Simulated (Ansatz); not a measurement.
```yaml
atoms:
  - { symbol: C, position_ang: [-0.9228, 1.3248, -2.5742] }
  - { symbol: C, position_ang: [1.6398, 0.0895, -1.1162] }
  - { symbol: As, position_ang: [-0.1386, -0.2116, -1.8162] }
  - { symbol: H, position_ang: [-1.4951, 2.0073, -1.9398] }
  - { symbol: H, position_ang: [-0.7547, 1.5509, -3.6307] }
  - { symbol: H, position_ang: [-1.0240, -0.7148, -0.7136] }
  - { symbol: H, position_ang: [-0.0826, -1.2917, -2.8570] }
  - { symbol: H, position_ang: [1.5786, 0.8597, -0.3350] }
  - { symbol: H, position_ang: [2.2836, 0.4275, -1.9400] }
  - { symbol: H, position_ang: [2.0105, -0.8576, -0.6983] }
```

Geometry: B3LYP-D3(BJ)/def2-SVP.

Method: isolated molecule in a Gaussian basis; Kohn-Sham density functional theory, functional PBE0 (Ansatz).

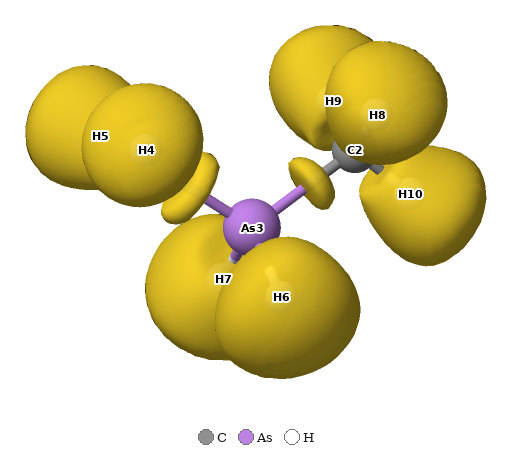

C2H7As (SMILES [CH2][AsH2+]C) (charge +1, doublet). Isosurface of the electron localisation function at 0.8 (yellow), seen at a tilt. Core shells and regions of very low density are left out.

Question: Identify the bonds, lone pairs and shells in this picture.

Answer: The ELF exceeds this value in two regions between bonded As–C atoms (shared pairs) and seven regions around hydrogen nuclei. Profiles from the grid: C–As (1.88 Å): the ELF peaks at about 0.90 between the atoms: localised, covalent bonding. C–H (1.09 Å): the ELF climbs to about 1 towards the hydrogen, as it does in any bond to H: a covalent bond by its length.
